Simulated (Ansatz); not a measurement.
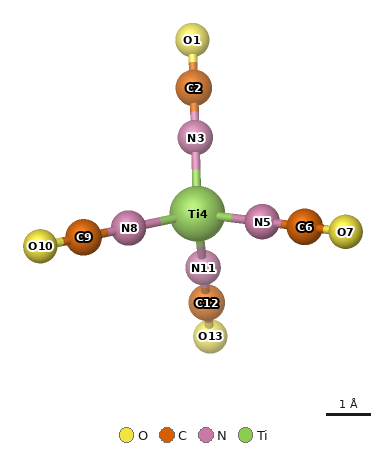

TiC₄N₄O₄, before the relaxation. The picture is a ball-and-stick view, seen at a tilt.

The start comes from PBE-D4/def2-SVP.

Level of theory: RKS PBE0-D4/def2-TZVP in Ansatz 0.2.0.

Input
```yaml
crystal:
  periodic: [false, false, false]
  atoms:
    - {symbol: O, position_ang: [-2.647039, -0.790914, 3.262643]}
    - {symbol: C, position_ang: [-1.916715, -0.571378, 2.363688]}
    - {symbol: N, position_ang: [-1.159180, -0.343490, 1.431194]}
    - {symbol: Ti, position_ang: [0.003783, -0.000013, 0.001416]}
    - {symbol: N, position_ang: [0.459334, 1.818628, -0.010861]}
    - {symbol: C, position_ang: [0.749617, 3.006478, -0.020216]}
    - {symbol: O, position_ang: [1.029711, 4.151543, -0.029188]}
    - {symbol: N, position_ang: [1.555832, -1.033369, 0.196945]}
    - {symbol: C, position_ang: [2.565797, -1.710919, 0.324399]}
    - {symbol: O, position_ang: [3.539517, -2.363977, 0.447275]}
    - {symbol: N, position_ang: [-0.842197, -0.443271, -1.611824]}
    - {symbol: C, position_ang: [-1.393353, -0.735988, -2.663432]}
    - {symbol: O, position_ang: [-1.924707, -1.018030, -3.677237]}
basis:
  gaussian: {orbitals: def2-TZVP}
hamiltonian: {xc: pbe0, dispersion: d4}
relax: {f_tol: 0.005, max_steps: 150}
```

Launched with:
```bash
ansatz run in.yaml --threads 4 --pin off --events-out ev --progress --plain --max-ram 46080MiB --backend cuda --devices 0, --max-vram 37GiB
```

What does the optimiser find from here?

The largest moves after the best rigid fit, 0.046 Å, are those of O7 and O10. By element the largest moves are O 0.046 Å, C 0.027 Å, N 0.009 Å, Ti 0.001 Å. Some distances before and after: C2–N3 1.223 → 1.204 Å, C12–O13 1.179 → 1.161 Å, N3–Ti4 1.875 → 1.866 Å. Over 3 geometry steps the energy falls by 13.7 kJ/mol. The largest force component goes from 1.9 to 0.0012 eV/Å. The run took about 8 s of wall time on a shared GPU.

Final geometry:

```xyz
13

O    -2.6196   -0.7822    3.2284
C    -1.9006   -0.5664    2.3434
N    -1.1544   -0.3423    1.4248
Ti    0.0033   -0.0005    0.0013
N     0.4572    1.8098   -0.0108
C     0.7437    2.9797   -0.0199
O     1.0201    4.1068   -0.0286
N     1.5489   -1.0285    0.1960
C     2.5441   -1.6952    0.3216
O     3.5031   -2.3375    0.4426
N    -0.8389   -0.4417   -1.6048
C    -1.3817   -0.7297   -2.6406
O    -1.9048   -1.0071   -3.6387
```
